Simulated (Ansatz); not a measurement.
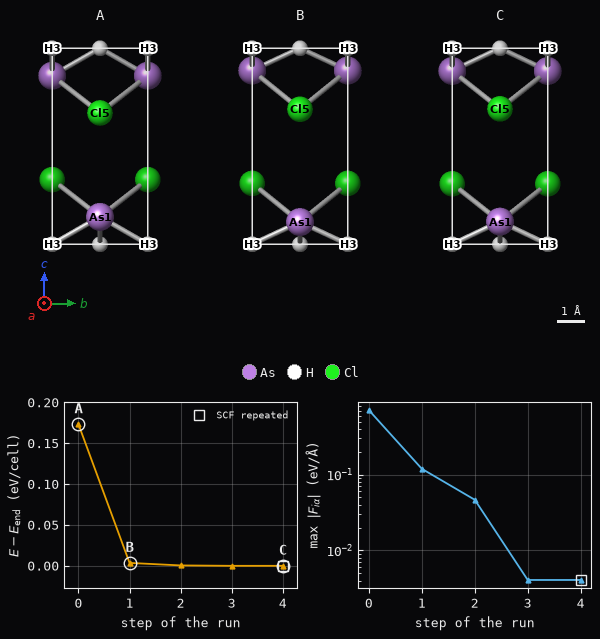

Frames of a relaxation of a crystal of AsHCl (a generated structure, set up in P4/nmm), marked on the history of the run. The picture is a ball-and-stick view of the cell of the calculation, seen along the a axis.

The start is a swapped structure.

Method: DFT, PAW plane waves, r2SCAN in Ansatz. Set-up: plane-wave cutoff 500 eV; k-point mesh 8 × 8 × 4; occupations gaussian; smearing width 0.2374 eV; no spin polarisation; atoms relaxed in a fixed cell; at most 80 steps.

Question: What happens along the run?

Answer: The largest moves, 0.18 Å, are those of As atoms. Largest moves by element: As 0.18 Å, Cl 0.16 Å. H stays in place. The cell stays as it was. Near-neighbour distances that change, for instance: As–Cl 3.494 → 3.157 Å, As–H 2.090 → 2.007 Å, As–Cl 2.927 → 2.938 Å. The space group stays P4/nmm (No. 129). The energy falls by 0.173 eV per cell of the calculation in 3 accepted moves (4 points after the start). Largest force component: 0.71 eV/Å at the start, 0.0041 eV/Å at the end. 1 step only repeated the SCF at the same geometry. The run took 63 s on 2 threads of Arm Neoverse V2 (shared host), peak memory 0.68 GiB. From step 0 to 1: As atoms move most (0.20 Å), energy −0.170 eV per cell of the calculation. From step 1 to 4: As and Cl atoms move most (0.02 Å), energy −3.6 meV per cell of the calculation.

| step | E − E(0), meV/atom | largest force component, eV/Å | note |
| --- | --- | --- | --- |
| 0 | 0.00 | 0.7086 |  |
| 1 | -28.28 | 0.1193 |  |
| 2 | -28.79 | 0.0465 |  |
| 3 | -28.88 | 0.0041 |  |
| 4 | -28.88 | 0.0041 | same geometry, SCF repeated |
